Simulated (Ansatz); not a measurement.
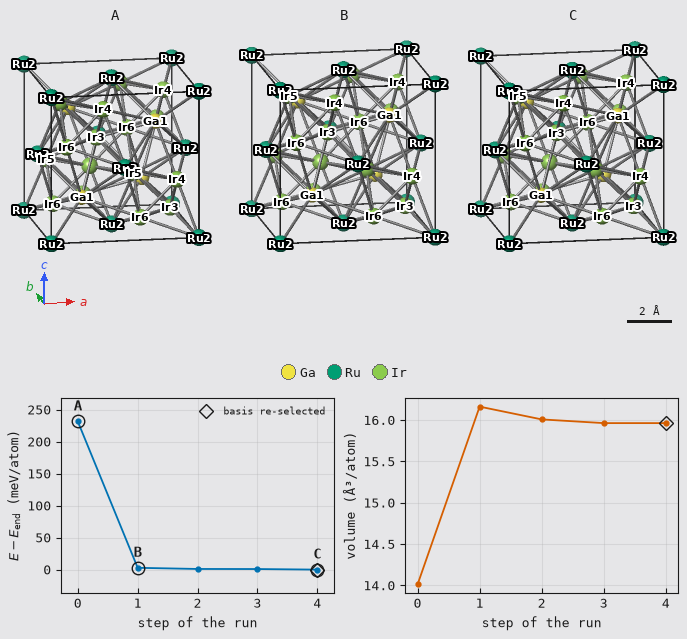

Frames of a relaxation of a crystal of GaIr4Ru (a generated structure, set up in F-43m) (coarse preliminary run), marked on the history of the run. The picture is a ball-and-stick view of the conventional cell (4 times the calculation's cell), seen slightly off an axis. Lengths and directions refer to the drawn axes.

These are results of DFT PBE, scalar-relativistic, plane waves, PAW (Ansatz), not measurements. Settings: plane-wave cutoff 420 eV; k-point mesh 4 × 4 × 4; occupations gaussian; smearing width 0.1 eV; no spin polarisation; cell and atoms relaxed; force threshold 0.04 eV/Å; at most 70 steps.

What happens along the run?

After 3 accepted moves (4 points after the start) the energy has fallen by 232 meV per atom. The largest force component goes from 0.43 to under 0.0001 eV/Å. Pressure: 42.96 GPa at the start and 0.01 GPa at the end. The SCF was repeated once at an unchanged geometry on a basis and grid sized afresh for the cell, which shifted the energy by 0.9 meV per atom at most. The largest moves relative to the cell, 0.007 Å, are those of Ir3, Ir4, Ir5 and Ir6. Ir3 goes along [1 1 −1]. Ru and Ga stay in place. The drawn cell changes as follows: a = b = c 6.954 → 7.263 Å (+4.4 %); the volume changes by +13.9 %. Near-neighbour distances that change, for instance: Ga1–Ru2 3.011 → 3.145 Å, Ru2–Ir3 2.881 → 3.011 Å, Ga1–Ir3 2.885 → 3.012 Å, Ir3–Ir4 2.443 → 2.564 Å. The space group stays F-43m (No. 216). From step 0 to 1: volume +15.4 %, energy −229 meV per atom. From step 1 to 4: volume −1.2 %, energy −2.8 meV per atom.

```
step  E − E(0), meV/atom  largest force component, eV/Å  pressure, GPa  volume, Å³/atom                      note
   0                0.00                         0.4335          42.96           14.012                          
   1             -228.80                         0.0169          -2.88           16.163                          
   2             -230.61                         0.0037          -0.67           16.009                          
   3             -230.72                         0.0000           0.00           15.964                          
   4             -231.64                         0.0001           0.01           15.964  same geometry, new basis
```
